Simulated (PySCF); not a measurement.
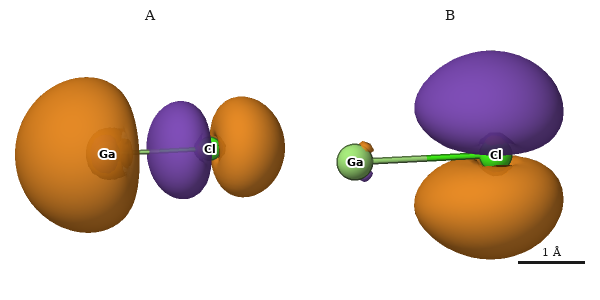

*GaCl. Two frontier orbitals, each drawn at the value that holds 80 % of its norm (orange and purple are the two phases), in no order; of a degenerate pair one member is drawn.*

All numbers below come from PBE0/cc-pVTZ(-PP), non-relativistic Hamiltonian with scalar-relativistic core potentials where named, at a bond length of 2.225 Å in PySCF.

> Name the orbitals and rank them from lowest to highest energy.

Orbital B: π, occupied, −8.75 eV; mainly on Cl (90 %).
Orbital A: σ, occupied, −7.55 eV; shared between the atoms (Ga 65 %, Cl 35 %).
